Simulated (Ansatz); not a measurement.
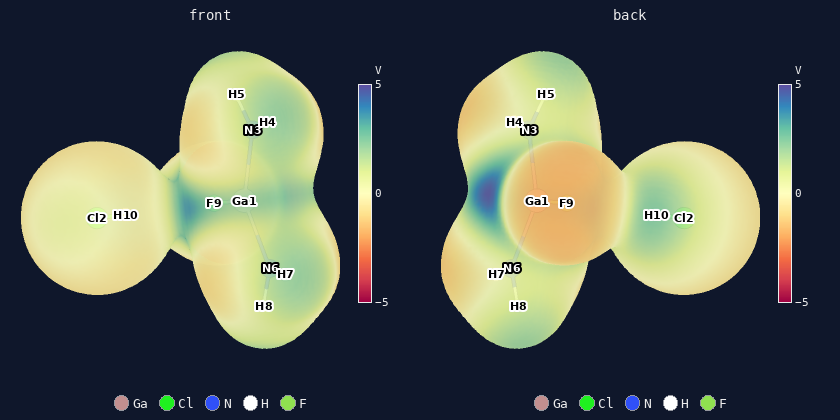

FGaH4N2···HCl. The molecular electrostatic potential painted on the density surface at 0.004 e/bohr³, seen from the front and from behind; red is negative and blue positive.

Not at a stationary point (largest force 1.4 eV/Å).

All numbers below come from RHF/def2-SVP (Ansatz).

```xyz
10

Ga    0.0211    0.6072   -0.5981
Cl    0.0164    0.2354    2.8232
N     1.6345   -0.0536   -1.0565
H     1.7815   -0.9259   -1.5220
H     2.4933    0.3333   -0.7207
N    -1.6085    0.0030   -1.0762
H    -1.7834   -0.8735   -1.5240
H    -2.4573    0.4374   -0.7743
F     0.0391    2.0960    0.2852
H     0.0197    1.4518    2.3031
```

Question: Describe the electrostatic potential map.

Answer: The most negative region (about −1.8 V) lies over F9, the most positive (about +4.2 V) over Ga1. Cl2 shows a σ-hole: about +0.5 V at the tip opposite its bond, against about −0.4 V on its flanks.
